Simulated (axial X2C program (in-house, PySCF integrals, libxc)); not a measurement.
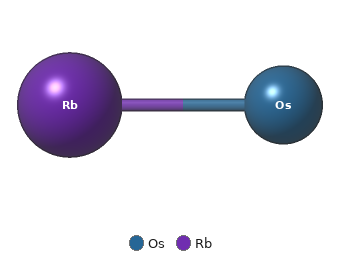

*The molecule at the reference distance of 3.205 Å.*

# OsRb: relativistic diatomic calculation

OsRb, single determinant with Ω = 7/2. Computed at this level: PW91, two-component X2C with atomic mean-field Coulomb and Gaunt terms, Os dyall-v2z, Rb dyall-v2z (cores contracted) (axial X2C program (in-house, PySCF integrals, libxc)).

### Input
```
{"zs": [76, 37], "q": 0, "bas": ["dyall-v2z", "dyall-v2z"], "levels": ["PBE0", "HF", "PW91", "B97-3"], "cc": false, "r0": 3.39, "npts": 10, "nst": 2, "ntry": 6, "opt": {"ecut": 3.0}}
```

The line is the task of a batch: nuclear charges, charge, bases, the levels to run, a first guess of the distance and further settings. This report covers PW91 with spin-orbit coupling. The log is that of the reference distance 3.205 Å.

Hardware: 1 thread of Arm Neoverse N1, 98 GiB of memory available, shared host.

Launched within a batch (the task file carries these settings):
```bash
python <driver script> task.json out
```

### The program's output
```
two-component X2C + atomic mean field  PW91
basis functions 207  fitting functions 1214  grid points 5806
iter        total energy     max residual
   1     -20237.525379247     3.46e-01
   2     -20237.478476339     6.03e-02
   3     -20237.342375461     1.50e-01
   4     -20237.503626801     4.82e-02
   5     -20237.532349142     8.07e-03
   6     -20237.533796134     1.50e-03
   7     -20237.533952519     1.46e-03
   8     -20237.533944127     1.67e-03
   9     -20237.533987369     6.49e-04
  10     -20237.533992688     1.03e-04
  11     -20237.533992943     1.58e-05
  12     -20237.533992949     1.98e-06
  13     -20237.533992950     1.05e-06
converged
one-electron -28714.04019999  Coulomb 8477.21543882  exact exchange 0.00000000  xc functional -448.38896970  nuclear repulsion 464.28902250  atomic mean-field constant -16.60928457
```

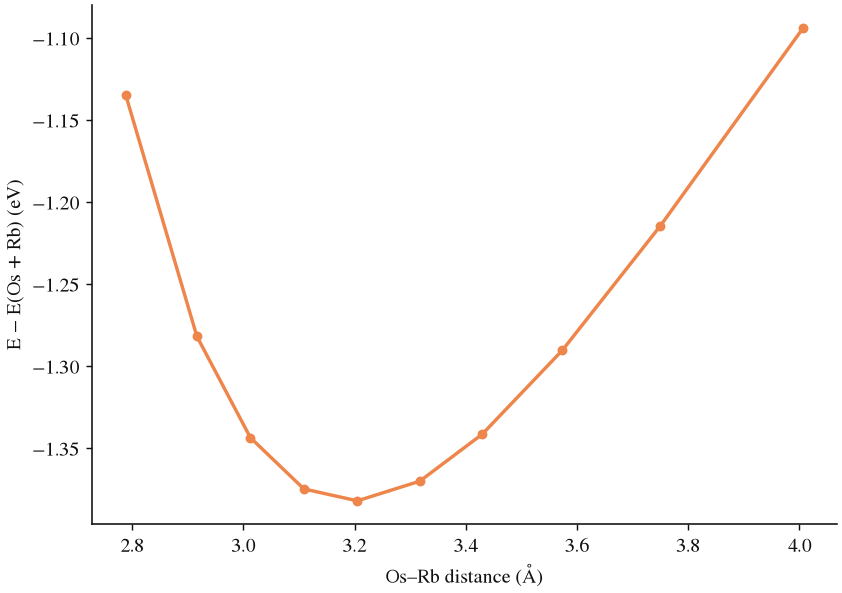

*Energy at 10 bond lengths, for one set of occupations held fixed; the line joins the points.*

A polynomial of degree 6 through 9 points gives rₑ = 3.195 Å, ωₑ = 93.87 cm⁻¹, ωₑxₑ = 0.35 cm⁻¹ and Bₑ = 0.02805 cm⁻¹. The minimum lies 1.38 eV below Os + Rb, each computed as one determinant at the same level.

### Outcome

```
                 quantity                 value
                  outcome             converged
           bond length rₑ               3.195 Å
                       ωₑ            93.87 cm⁻¹
    energy at the minimum  −20237.53401 hartree
depth below the fragments               1.38 eV
                wall time                 8.6 s
```

### What is odd here

This input holds a deliberate oddity: few virtuals (ecut = 3.0). The program ran to the end. Its numbers are those of the input as typed; this run alone doesn't show how far the oddity moves them. To bear in mind: at some distances an empty level lies below a filled one, since the occupations are held fixed.
